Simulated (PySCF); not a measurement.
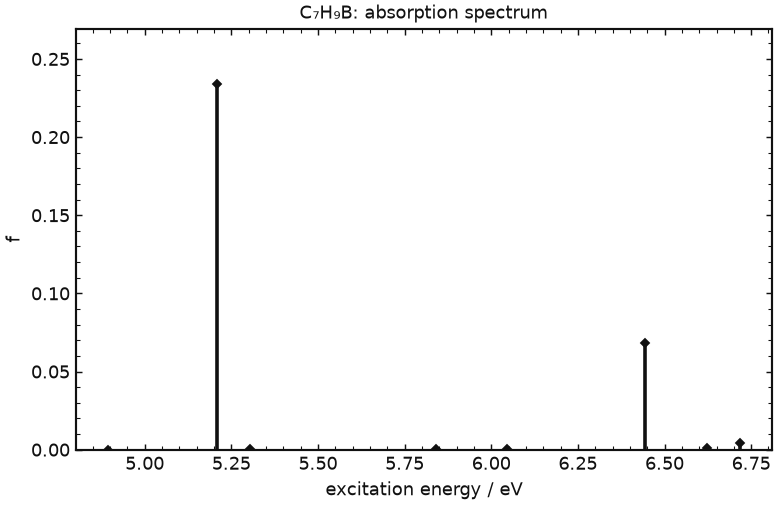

Computed absorption of C₇H₉B, SMILES C#CC(=C=C)B(C)C. Vertical TDDFT excitations, CAM-B3LYP/def2-SVPD in PySCF 2.14.0, at a GFN2-xTB geometry (no frequency check), gas phase. The lowest 8 singlet states are shown.

> Where is the lowest singlet, and is it bright?

S1 lies at 4.89 eV (253 nm) with f = 0.000, mainly HOMO−2 → LUMO (87 %); it is dark or nearly so.

> List the transitions behind the spectrum.

| state | E (eV) | λ (nm) | f | main character |
| --- | --- | --- | --- | --- |
| S1 | 4.89 | 253 | 0.000 | HOMO−2 → LUMO (87 %) |
| S2 | 5.21 | 238 | 0.234 | HOMO → LUMO (96 %) |
| S3 | 5.31 | 234 | 0.001 | HOMO−1 → LUMO (81 %) |
| S4 | 5.84 | 212 | 0.000 | HOMO → LUMO+2 (71 %) |
| S5 | 6.04 | 205 | 0.000 | HOMO−3 → LUMO (89 %) |
| S6 | 6.44 | 192 | 0.068 | HOMO → LUMO+3 (62 %) |
| S7 | 6.62 | 187 | 0.001 | HOMO−1 → LUMO+3 (60 %) |
| S8 | 6.72 | 185 | 0.004 | HOMO → LUMO+1 (38 %) |

Known limits of this run: the tight-binding geometry is rougher than a DFT one and adds to the error; one conformer of a flexible molecule; core orbitals are frozen in the response.
